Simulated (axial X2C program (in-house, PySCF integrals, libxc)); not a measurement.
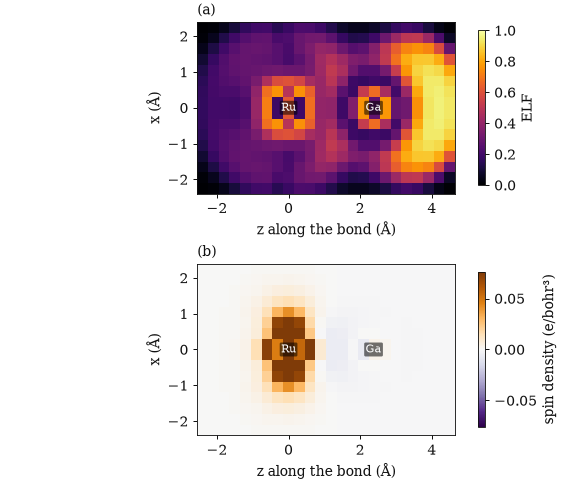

(a) electron localisation function; (b) spin density, in a plane that holds the axis, at 2.37 Å, on points 0.3 Å apart (one half computed, the other mirrored); the structure near the nuclei is finer than these points.

## Run report: RuGa, relativistic diatomic calculation

RuGa, single determinant with Ω = 3/2. Level asked for: PBE0, two-component X2C with atomic mean-field Coulomb and Gaunt terms, Ru dyall-cv3z, Ga dyall-cv3z (cores contracted) (axial X2C program (in-house, PySCF integrals, libxc)).

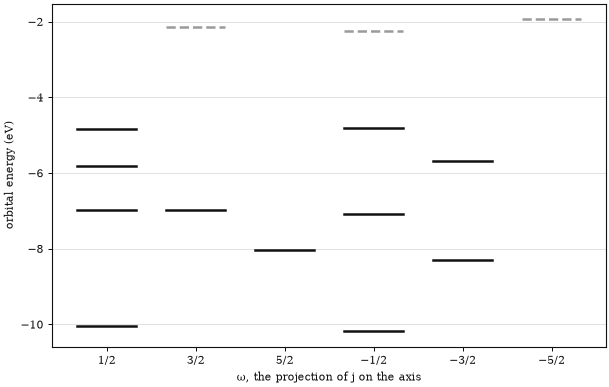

Orbital energies near the frontier at 2.37 Å, filled (solid) and empty (dashed). The highest filled spinor (−1/2; 42 % Ru d, 38 % Ga p) lies at −4.81 eV, the lowest empty one (−1/2; 44 % Ru s, 34 % Ru d) at −2.25 eV.

Input and output of the run follow.

### The input
```
{"zs": [44, 31], "q": 0, "bas": ["dyall-cv3z", "dyall-cv3z"], "levels": ["PBE0", "HF", "M06"], "cc": true, "r0": 2.49, "thr": -1.0, "nmax": 90, "npts": 10, "nst": 2, "ntry": 6}
```

The line is the task of a batch: nuclear charges, charge, bases, the levels to run, a first guess of the distance and further settings. This report covers PBE0 with spin-orbit coupling. The log is that of the reference distance 2.373 Å, started from orbitals converged before.

The run was one of a batch that the task file lists, launched with:
```bash
python <driver script> task.json out
```

### The program's output
```
two-component X2C + atomic mean field  PBE0
basis functions 258  fitting functions 1296  grid points 5804
iter        total energy     max residual
   1      -6471.324135853     3.27e-05
   2      -6471.324135861     1.94e-05
converged
one-electron -9557.68040110  Coulomb 2995.36426227  exact exchange -51.68525415  xc functional -158.61088933  nuclear repulsion 304.17097164  atomic mean-field constant -2.88282518
```

### Outcome

- outcome: not converged in a step after the SCF shown
- hardware: 1 thread of Intel Xeon @ 2.80GHz (Skylake/Cascade Lake), 24 GiB of memory available, shared host
- wall time: 11 s
- peak memory: 0.74 GiB

### Diagnosis

The SCF whose log is shown converged, but a later step did not. The run therefore gave no full result.
